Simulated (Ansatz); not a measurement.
# CH2AlClO: the cost of one run

Computed with Ansatz 0.2.0, Gaussian basis. Level: single points in def2-TZVPP.

Correlated methods freeze the cores.

1 further run of the same task is left out (it didn't finish).

## (1) Starting geometry

SMILES `O=[CH][AlH][Cl]`, 6 atoms, charge 0, spin multiplicity 1.

Atoms are counted from 1 here; the program's logs count them from 0.

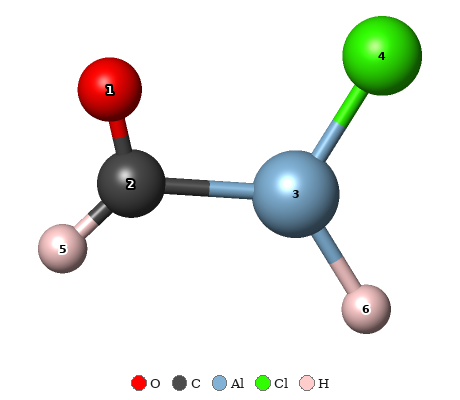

Start geometry, drawn with oxygen red, carbon dark grey, aluminium light blue, chlorine green, hydrogen pink; atoms are numbered from 1 in the order of the file.

As a file:

```xyz
6
charge 0, multiplicity 1
O     0.9699   -1.3825   -0.5838
C     1.0029   -0.1720   -0.4062
Al   -0.7830    0.3867    0.3490
Cl   -2.1810   -1.0364    0.5275
H     1.9708    0.4238   -0.6145
H    -1.1728    1.9143    0.9095
```

## (2) PBE-D4/def2-TZVPP

The input, run/in.yaml:

```yaml
crystal:
  periodic: [false, false, false]
  atoms:
    - {symbol: O, position_ang: [0.969864, -1.382506, -0.583824]}
    - {symbol: C, position_ang: [1.002850, -0.172021, -0.406248]}
    - {symbol: Al, position_ang: [-0.783024, 0.386705, 0.349031]}
    - {symbol: Cl, position_ang: [-2.180999, -1.036399, 0.527508]}
    - {symbol: H, position_ang: [1.970827, 0.423798, -0.614500]}
    - {symbol: H, position_ang: [-1.172822, 1.914291, 0.909476]}
basis:
  gaussian: {orbitals: def2-TZVPP}
hamiltonian: {xc: pbe, dispersion: d4}
output: {forces: true}
```

Run with:

```bash
ansatz run in.yaml --threads 2 --pin off --events-out ev --progress --plain --max-ram 3481MiB
```

Q: Estimate wall time and peak memory on 2 threads of Arm Neoverse V2, shared host.

About 1.8 s, with a peak of 0.18 GiB.
